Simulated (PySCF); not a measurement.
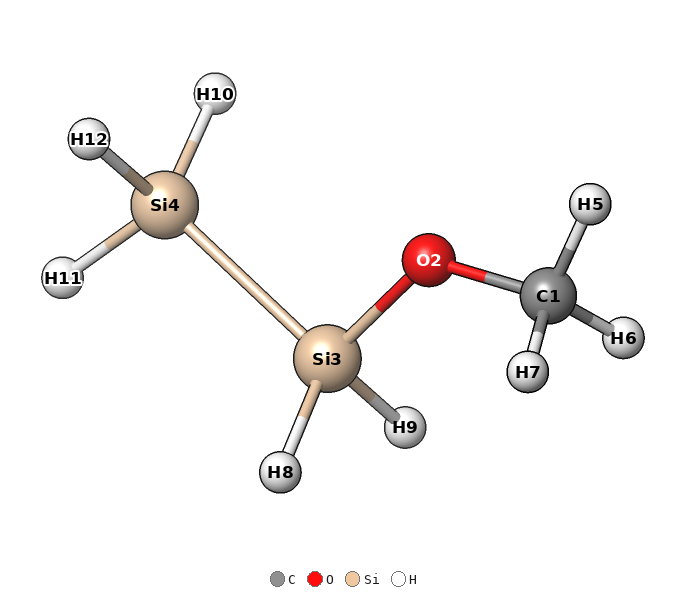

The geometry was computed by an optimisation with GFN2-xTB. No frequency run is at hand to confirm it as a minimum. Electric field gradients from the ground-state density, PBE0/pcSseg-1 (PySCF 2.14.0), non-relativistic apart from any core potentials.

Give the largest field-gradient component, the quadrupole coupling constant and the asymmetry for 17O at O2 (Q = −25.6 mb), 2H at H5 (Q = 2.86 mb), 2H at H6 (Q = 2.86 mb).

```json
{"atom": "O2", "V_zz (a.u.)": "1.765", "e²qQ/h (MHz)": "−10.62", "η": "0.34"}
{"atom": "H5", "V_zz (a.u.)": "0.301", "e²qQ/h (MHz)": "0.202", "η": "0.07"}
{"atom": "H6", "V_zz (a.u.)": "0.297", "e²qQ/h (MHz)": "0.199", "η": "0.08"}
```

The geometry is semi-empirical. Around Si such bond lengths and angles can be off by a tenth of an ångström or more and by several degrees, and values that hang on the shape move with them.
